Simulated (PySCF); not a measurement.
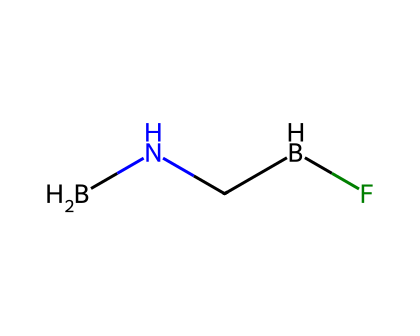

**Give its SMILES.**

BNCBF

**Give the formula, hydrogens included.**

CH6B2FN.

**An optimisation with PBE0-D3(BJ)/def2-SVP gave a structure of which point group?**

C1. Other conformers may differ.

The parts below concern this one geometry. Atoms keep their numbers from picture to picture. The computed structure is the end point of a PBE0-D3(BJ)/def2-SVP optimisation. No frequency run is at hand to confirm it as a minimum.

### Spin–spin coupling

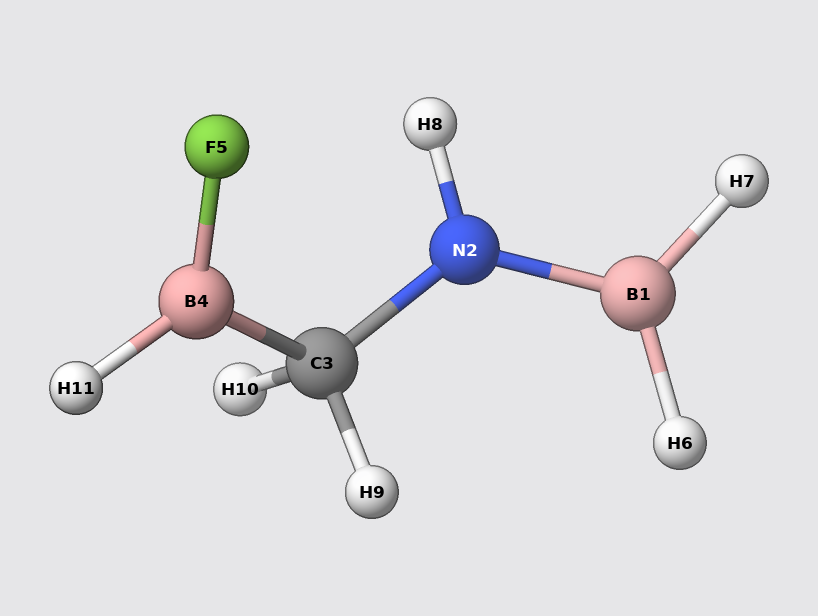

No frequency run is at hand to confirm it as a minimum. Method: CAM-B3LYP/pcJ-1 indirect spin-spin coupling, non-relativistic, gas phase (PySCF 2.14.0). Isotopes: 11B, 13C, 19F, 1H, 15N.

Give the spin–spin coupling constants of these pairs, with the number of bonds between them: N2/C3, C3/B4, B4/F5, B1/H8, C3/F5, B1/H9.

```json
{"pair": "N2, C3", "bonds apart": "1", "J (Hz)": "−12.2"}
{"pair": "C3, B4", "bonds apart": "1", "J (Hz)": "59.8"}
{"pair": "B4, F5", "bonds apart": "1", "J (Hz)": "−175.9"}
{"pair": "B1, H8", "bonds apart": "2", "J (Hz)": "−0.5"}
{"pair": "C3, F5", "bonds apart": "2", "J (Hz)": "5.8"}
{"pair": "B1, H9", "bonds apart": "3", "J (Hz)": "4.9"}
```

Density functionals are unreliable for couplings to fluorine, so those rows may be far off.

### Dipole moment

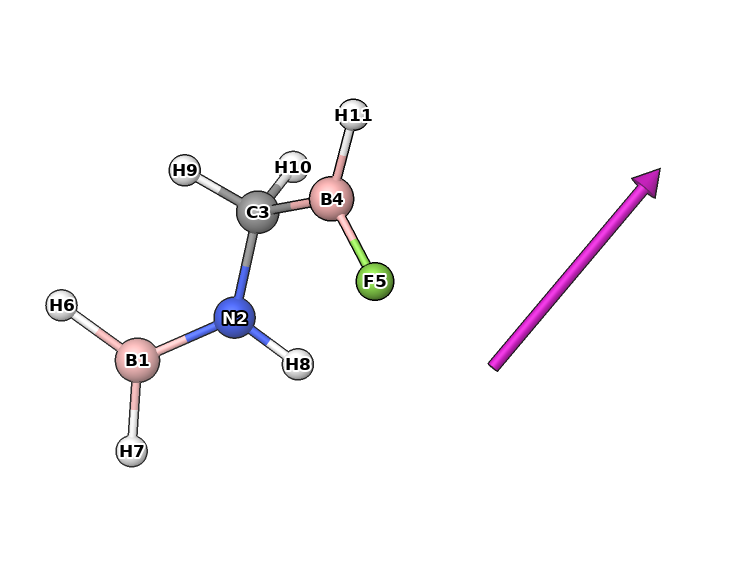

The arrow beside the molecule shows the direction of the dipole moment, from the negative to the positive end (its length means nothing). No frequency run is at hand to confirm it as a minimum. Level of theory: PBE0/pcJ-1, gas phase (PySCF 2.14.0).

**How large is the dipole moment?**

1.94 D; it points from the side of H7 to the side of H11 (the outermost atoms at the two ends).

### Charges

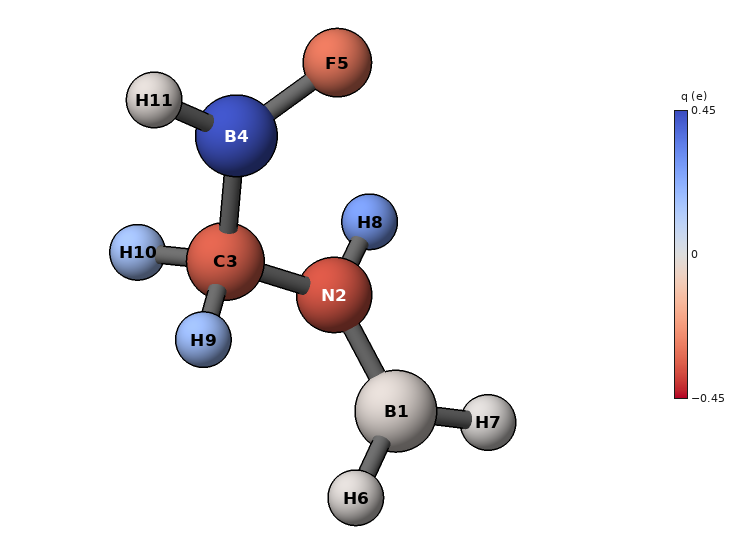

Atoms are coloured by their IAO charges. No frequency run is at hand to confirm it as a minimum. Level of theory: PBE0/6-31G*, gas phase (PySCF 2.14.0).

**Which atom carries the highest charge (most positive or least negative)?**

B4 (0.43 e).

**And the lowest?**

N2 (−0.35 e).

List the IAO charges.

| atom | value (e) |
| --- | --- |
| B1 | −0.02 |
| N2 | −0.35 |
| C3 | −0.33 |
| B4 | 0.43 |
| F5 | −0.29 |
| H6 | −0.01 |
| H7 | −0.01 |
| H8 | 0.26 |
| H9 | 0.17 |
| H10 | 0.16 |
| H11 | −0.02 |

### NMR shielding

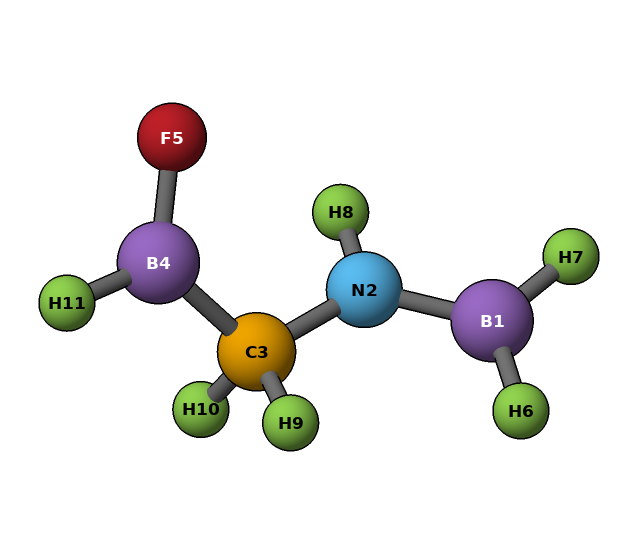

No frequency run is at hand to confirm it as a minimum. Method: GIAO PBE0/def2-TZVP NMR shielding, non-relativistic, gas phase (PySCF 2.14.0). Principal shieldings σ11 ≤ σ22 ≤ σ33, span Ω = σ33 − σ11, skew κ = 3(σiso − σ22)/Ω.

Give the shielding tensors of the C atoms.

```csv
atom,σ11,σ22,σ33,σiso,Ω,κ
C3,106.0,130.6,177.5,138.0,71.5,0.31
```

Shieldings and span in ppm.
